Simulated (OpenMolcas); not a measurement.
Excited-state calculation, with input and output: BHO2 (part 2 of 3)

The same run, continued: BHO2; CASPT2/ANO-XS-VDZ, DKH2 (OpenMolcas 26.06). The geometry comes from this level: PBE0-D4/def2-TZVP.

Geometry of the input (Å):
```
O  -1.5551  0.5235  0.4285
B  -0.4239  0.1320  0.2486
O  0.8167  -0.3020  0.1086
H  1.1623  -0.3535  -0.7857
```

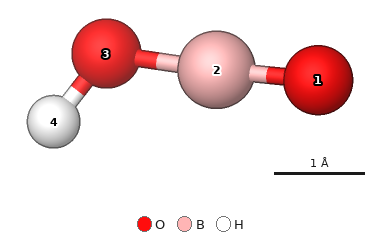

**Figure 1.** The structure (ball-and-stick view, seen at a tilt; atoms are numbered from 1 in the order of the input).

Log, continued:
```
      Charge (e):
                      =   -0.0000
      Dipole Moment (debye):
      Origin of the operator (angstrom)=   -0.3478    0.1054    0.2394
                   X=  2.3411E+00               Y= -6.5654E-01               Z= -2.2661E+00           Total=  3.3237E+00
      Quadrupole Moment (debye*angstrom):
      Origin of the operator (angstrom)=   -0.3478    0.1054    0.2394
                  XX= -1.9517E+01              XY=  1.4526E+00              XZ= -2.9088E+00              YY= -1.6716E+01
                  YZ=  8.1635E-01              ZZ= -1.3320E+01
      In traceless form (debye*angstrom)
                  XX= -4.4993E+00              XY=  2.1789E+00              XZ= -4.3632E+00              YY= -2.9750E-01
                  YZ=  1.2245E+00              ZZ=  4.7968E+00
--

      LoProp population analysis for root number:  1
      -----------------------------------------------

++    LoProp analysis:
      ----------------

++    Static properties:
      ------------------

      LoProp Charges per center

                   O1       B2       O3       H4
      Nuclear      8.0000   5.0000   8.0000   1.0000
      Electronic  -8.4057  -4.4265  -8.5675  -0.6003

      Total       -0.4057   0.5735  -0.5675   0.3997
--

      Natural Bond Order analysis for root number:  1

++    Natural Bond Order analysis
      ---------------------------
      Based on LoProp computed density
      -------------------------------------------------------------------------------------
      Atom A       Atom B       Bond Order
      -------------------------------------------------------------------------------------
      NBO located      0.999 non-bonded electrons on atom O1
      NBO located      0.985 non-bonded electrons on atom B2
      NBO located      1.000 non-bonded electrons on atom O3
      The remaining    9.290 electrons are to be considered as diffuse
--

--

      Von Neumann Entropy (Root   2) =  1.02545

      Mulliken population analysis for root number:  2
      -----------------------------------------------

++    Molecular charges:
      ------------------

      Mulliken charges per centre
      ---------------------------

                O1      B2      O3      H4
      Total    8.0486  4.8636  8.5264  0.5614

      N-E     -0.0486  0.1364 -0.5264  0.4386

      Total electronic charge=   22.000000

      Total            charge=   -0.000000
--

      Expectation values of various properties for root number:  2
      -----------------------------------------------------------

++    Molecular properties:
      ---------------------

      Charge (e):
                      =   -0.0000
      Dipole Moment (debye):
      Origin of the operator (angstrom)=   -0.3478    0.1054    0.2394
                   X=  1.0749E+00               Y= -3.3473E-01               Z= -6.3035E-01           Total=  1.2903E+00
      Quadrupole Moment (debye*angstrom):
      Origin of the operator (angstrom)=   -0.3478    0.1054    0.2394
                  XX= -1.8420E+01              XY=  1.4169E+00              XZ= -3.2732E+00              YY= -1.5823E+01
                  YZ=  1.2527E+00              ZZ= -1.6171E+01
      In traceless form (debye*angstrom)
                  XX= -2.4229E+00              XY=  2.1253E+00              XZ= -4.9098E+00              YY=  1.4721E+00
                  YZ=  1.8790E+00              ZZ=  9.5081E-01
--

      LoProp population analysis for root number:  2
      -----------------------------------------------

++    LoProp analysis:
      ----------------

++    Static properties:
      ------------------

      LoProp Charges per center

                   O1       B2       O3       H4
      Nuclear      8.0000   5.0000   8.0000   1.0000
      Electronic  -8.1989  -4.6723  -8.5257  -0.6032

      Total       -0.1989   0.3277  -0.5257   0.3968
--

      Natural Bond Order analysis for root number:  2

++    Natural Bond Order analysis
      ---------------------------
      Based on LoProp computed density
      -------------------------------------------------------------------------------------
      Atom A       Atom B       Bond Order
      -------------------------------------------------------------------------------------
      NBO located      0.999 non-bonded electrons on atom O1
      NBO located      0.927 non-bonded electrons on atom O1
      NBO located      0.983 non-bonded electrons on atom B2
      NBO located      1.002 non-bonded electrons on atom O3
      NBO located      0.997 non-bonded electrons on atom O3
      The remaining    6.771 electrons are to be considered as diffuse
--

--

      Von Neumann Entropy (Root   3) =  1.60810

      Mulliken population analysis for root number:  3
      -----------------------------------------------

++    Molecular charges:
      ------------------

      Mulliken charges per centre
      ---------------------------

                O1      B2      O3      H4
      Total    8.0790  4.8096  8.5492  0.5623

      N-E     -0.0790  0.1904 -0.5492  0.4377

      Total electronic charge=   22.000000

      Total            charge=   -0.000000
--

      Expectation values of various properties for root number:  3
      -----------------------------------------------------------

++    Molecular properties:
      ---------------------

      Charge (e):
                      =   -0.0000
      Dipole Moment (debye):
      Origin of the operator (angstrom)=   -0.3478    0.1054    0.2394
                   X=  1.0872E+00               Y= -2.7542E-01               Z= -1.4150E+00           Total=  1.8056E+00
      Quadrupole Moment (debye*angstrom):
      Origin of the operator (angstrom)=   -0.3478    0.1054    0.2394
                  XX= -1.8734E+01              XY=  9.0681E-01              XZ= -3.0739E+00              YY= -1.7300E+01
                  YZ=  8.7833E-01              ZZ= -1.4128E+01
      In traceless form (debye*angstrom)
                  XX= -3.0203E+00              XY=  1.3602E+00              XZ= -4.6109E+00              YY= -8.6872E-01
                  YZ=  1.3175E+00              ZZ=  3.8890E+00
--

      LoProp population analysis for root number:  3
      -----------------------------------------------

++    LoProp analysis:
      ----------------

++    Static properties:
      ------------------

      LoProp Charges per center

                   O1       B2       O3       H4
      Nuclear      8.0000   5.0000   8.0000   1.0000
      Electronic  -8.2141  -4.6338  -8.5530  -0.5992

      Total       -0.2141   0.3662  -0.5530   0.4008
--

      Natural Bond Order analysis for root number:  3

++    Natural Bond Order analysis
      ---------------------------
      Based on LoProp computed density
      -------------------------------------------------------------------------------------
      Atom A       Atom B       Bond Order
      -------------------------------------------------------------------------------------
      NBO located      0.999 non-bonded electrons on atom O1
      NBO located      0.984 non-bonded electrons on atom B2
      NBO located      0.999 non-bonded electrons on atom O3
      NBO located      1.007 non-bonded electrons on atom O3
      The remaining    7.728 electrons are to be considered as diffuse
--

--

      Average orbitals are written to the RASORB file
      Natural orbitals for root   1 are written to the RASORB.1 file
      Natural orbitals for root   2 are written to the RASORB.2 file
      Natural orbitals for root   3 are written to the RASORB.3 file
      Spin density orbitals for root   1 are written to the SPDORB.1 file
      Spin density orbitals for root   2 are written to the SPDORB.2 file
      Spin density orbitals for root   3 are written to the SPDORB.3 file

--- Stop Module: rasscf /rc=_RC_ALL_IS_WELL_ ---
           step7.RasOrb.3 step7.rasscf.h5 step7.SpdOrb.1 step7.SpdOrb.2 step7.SpdOrb.3 xmldump
--- Module rasscf spent 1 second ---

--- Start Module: caspt2 ---

                                              &CASPT2

                       available to each process: 1.9 GB of memory, 1 thread

++    Wave function specifications:
      -----------------------------

      Number of closed shell electrons          12
      Number of electrons in active shells       4
      Max number of holes in RAS1 space          0
      Max number of electrons in RAS3 space      0
      Number of inactive orbitals                6
      Number of active orbitals                  4
      Number of secondary orbitals              16
      Spin quantum number                      0.0
      State symmetry                             1
      Number of CSFs                            20
      Number of CASSCF root(s) available         3
      CASPT2 state passed to geometry opt.       3
      A file JOBMIX will be created
      This is a MULTI-STATE CASSCF reference
      Number of CI roots used                    3
      These are:                                 1   2   3
      Off-diagonal elements of Heff are computed
--

++    Orbital specifications:
      -----------------------

      Symmetry species                           1
                                                 a
      Frozen orbitals                            3
      Inactive orbitals                          6
      Active orbitals                            4
      Secondary orbitals                        16
      Deleted orbitals                           0
      Number of basis functions                 29
--

++    CASPT2 specifications:
      ----------------------

      Type of calculation                        MS-CASPT2
      Fock operator                              state-specific
      IPEA shift                                 0.20
      Real shift                                 0.00
      Imaginary shift                            0.20
      The input orbitals will be transformed to quasi-canonical
--

--------------------------------------------------------------------------------
 Estimated memory requirements:
  POLY3 :                   250840
  RHS:                      258024
  SIGMA :                   263056
  PRPCTL:                        0
 Available workspace:    232489675

++ CASPT2 computation for group   1

********************************************************************************
 Multi-State initialization phase begins for group   1
--------------------------------------------------------------------------------
********************************************************************************
 Compute H0 matrices for state    1
--------------------------------------------------------------------------------
--------------------------------------------------------------------------------
 H0 matrices have been computed.

********************************************************************************
  CASPT2 EQUATION SOLUTION
--------------------------------------------------------------------------------

  Total nr of CASPT2 parameters:
   Before reduction:       19964
   After  reduction:       18900

 Variance of |WF0>:       0.8400688309

 The contributions to the second order correlation energy in atomic units.
-----------------------------------------------------------------------------------------------------------------------------
  IT.      VJTU        VJTI        ATVX        AIVX        VJAI        BVAT        BJAT        BJAI        TOTAL       RNORM
-----------------------------------------------------------------------------------------------------------------------------
   1    -0.000626   -0.004906   -0.013105   -0.033560   -0.025563   -0.011285   -0.036266   -0.120155   -0.245466    0.002243
   2    -0.000631   -0.004947   -0.013149   -0.033626   -0.025621   -0.011292   -0.036286   -0.120190   -0.245742    0.000198
   3    -0.000631   -0.004948   -0.013151   -0.033632   -0.025623   -0.011293   -0.036289   -0.120190   -0.245757    0.000017
   4    -0.000631   -0.004948   -0.013150   -0.033632   -0.025622   -0.011293   -0.036289   -0.120190   -0.245756    0.000001
-----------------------------------------------------------------------------------------------------------------------------

  FINAL CASPT2 RESULT:

      Reference energy:        -175.1484013497
      E2 (Non-variational):      -0.2457554890
      Shift correction:          -0.0011606876
      E2 (Variational):          -0.2469161766
      Total energy:            -175.3953175264
      Residual norm:              0.0000001076
      Reference weight:           0.92664

      Contributions to the CASPT2 correlation energy
      Active & Virtual Only:         -0.0244434325
      One Inactive Excited:          -0.0705517456
      Two Inactive Excited:          -0.1507603109

++ Denominators, etc.
--------------------------------------------------------------------------------------------------------------
 Report on small energy denominators, large coefficients, and large energy contributions.
CASE  SYMM ACTIVE-MIX  NON-ACTIVE INDICES          DENOMINATOR     RHS VALUE       COEFFICIENT     CONTRIBUTION
VJTIP    1  Mu1.0003  In1.009 In1.009               1.66200486      0.04311188     -0.02599049     -0.00112050
ATVX     1  Mu1.0005  Se1.023                       2.36564141      0.06433099     -0.02639911     -0.00169828
AIVX     1  Mu1.0009  In1.007 Se1.019               2.05169766      0.06183266     -0.02939971     -0.00181786
AIVX     1  Mu1.0009  In1.007 Se1.026               2.68318856     -0.08830785      0.03161402     -0.00279177
VJAIP    1  Mu1.0002  Se1.022 In1.009 In1.009       2.53743154     -0.06280646      0.02612844     -0.00164103
BJAIP    1  Se1.022 In1.009 Se1.022 In1.009         3.44484936      0.09142320     -0.02724416     -0.00249075
--

   (Skipping property calculation,
    use PROP keyword to activate)
--

++ CASPT2 computation for group   2

********************************************************************************
 Multi-State initialization phase begins for group   2
--------------------------------------------------------------------------------
********************************************************************************
 Compute H0 matrices for state    2
--------------------------------------------------------------------------------
--------------------------------------------------------------------------------
 H0 matrices have been computed.
```
